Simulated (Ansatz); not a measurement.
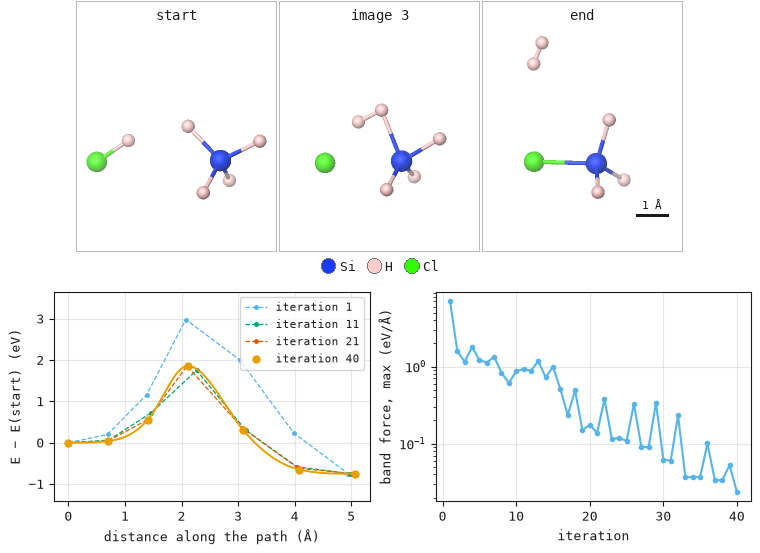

A search for the minimum-energy path of SiH5Cl by the nudged elastic band. Images are numbered from 0 (start) to 6 (end). The plot follows the band through its iterations. A ball-and-stick model, seen at a tilt.

Computed with RKS B3LYP-D4/6-31G* in Ansatz 0.2.0.

Input file:
```yaml
crystal:
  periodic: [false, false, false]
  atoms:
    - { symbol: Si, position_ang: [0.35955, 0.0, -0.199562] }
    - { symbol: H, position_ang: [0.075283, 0.0, 1.264855] }
    - { symbol: H, position_ang: [1.830887, 0.0, -0.394747] }
    - { symbol: H, position_ang: [-0.238714, 1.216373, -0.8027] }
    - { symbol: H, position_ang: [-0.238714, -1.216373, -0.8027] }
    - { symbol: Cl, position_ang: [-3.169489, 0.0, 1.963849] }
    - { symbol: H, position_ang: [-1.877503, 0.0, 1.960204] }
basis:
  gaussian: { orbitals: "6-31G*" }
hamiltonian:
  xc: b3lyp
  dispersion: d4
neb:
  order_check: false
  images: 5
  f_tol: 0.03
  max_iterations: 60
  optimiser: lbfgs
  climbing: true
  final_atoms:
    - { symbol: Si, position_ang: [-0.40617977, 1.77e-06, -0.74021814] }
    - { symbol: H, position_ang: [-0.02410326, -5.82e-06, 3.4043608] }
    - { symbol: H, position_ang: [0.69324484, 4.24e-06, 0.25185785] }
    - { symbol: H, position_ang: [-0.34268857, 1.2163385, -1.58354932] }
    - { symbol: H, position_ang: [-0.34268892, -1.2163395, -1.58354357] }
    - { symbol: Cl, position_ang: [-2.21706775, 4.85e-06, 0.28200841] }
    - { symbol: H, position_ang: [-0.61921657, -4.05e-06, 2.95828297] }
  initial_path:
    images:
      - { positions_ang: [[0.35955, 0.0, -0.199562], [0.075283, 0.0, 1.264855], [1.830887, 0.0, -0.394747], [-0.238714, 1.216373, -0.8027], [-0.238714, -1.216373, -0.8027], [-3.169489, 0.0, 1.963849], [-1.877503, 0.0, 1.960204]] }
      - { positions_ang: [[0.24466304, 0.0, -0.12743391], [0.0336995, 0.0, 1.45179593], [1.68995998, 0.0, -0.40320353], [-0.37750554, 1.20804867, -0.69964075], [-0.37750554, -1.20804867, -0.69964075], [-2.88529129, 0.0, 1.54274777], [-1.58672016, 0.0, 1.92457424]] }
      - { positions_ang: [[0.12977609, 0.0, -0.05530581], [-0.007884, 0.0, 1.63873685], [1.54903297, 0.0, -0.41166005], [-0.51629708, 1.19972433, -0.5965815], [-0.51629708, -1.19972433, -0.5965815], [-2.60109358, 0.0, 1.12164654], [-1.29593731, 0.0, 1.88894447]] }
      - { positions_ang: [[0.01488913, 0.0, 0.01682228], [-0.0494675, 0.0, 1.82567778], [1.40810595, 0.0, -0.42011658], [-0.65508862, 1.1914, -0.49352225], [-0.65508862, -1.1914, -0.49352225], [-2.31689586, 0.0, 0.70054531], [-1.00515447, 0.0, 1.85331471]] }
      - { positions_ang: [[-0.12546717, 5.9e-07, -0.23552453], [-0.04101276, -1.94e-06, 2.35190546], [1.16981892, 1.41e-06, -0.1961251], [-0.55095527, 1.19971283, -0.85686461], [-0.55095539, -1.19971317, -0.85686269], [-2.28361983, 1.62e-06, 0.56103301], [-0.8765085, -1.35e-06, 2.22163746]] }
      - { positions_ang: [[-0.26582347, 1.18e-06, -0.48787134], [-0.03255801, -3.88e-06, 2.87813313], [0.93153188, 2.83e-06, 0.02786637], [-0.44682192, 1.20802567, -1.22020696], [-0.44682216, -1.20802633, -1.22020313], [-2.25034379, 3.24e-06, 0.42152071], [-0.74786253, -2.7e-06, 2.58996022]] }
      - { positions_ang: [[-0.40617977, 1.77e-06, -0.74021814], [-0.02410326, -5.82e-06, 3.4043608], [0.69324484, 4.24e-06, 0.25185785], [-0.34268857, 1.2163385, -1.58354932], [-0.34268892, -1.2163395, -1.58354357], [-2.21706775, 4.85e-06, 0.28200841], [-0.61921657, -4.05e-06, 2.95828297]] }
```

Launched with:
```bash
ansatz run input.yaml --threads 1 --pin off --max-ram 2048MiB --backend cpu --events-out ev --progress --plain --runs-dir out
```

How did the profile develop, and is the result final?

The run is converged, with reservations. The band converged in 40 iterations. The largest component of the band force went from 7 to 0.024 eV/Å. The climbing image converged on the top of the path. Its curvatures weren't checked. The first iteration put the highest image at 2.98 eV. The energy climbs by 1.86 eV to image 3 and then falls by 2.61 eV, so the end point sits at −0.75 eV.

Cost: 2.9 min on 1 thread of Intel(R) Xeon(R) 6975P-C (Granite Rapids) (shared host), peak memory 0.12 GiB.
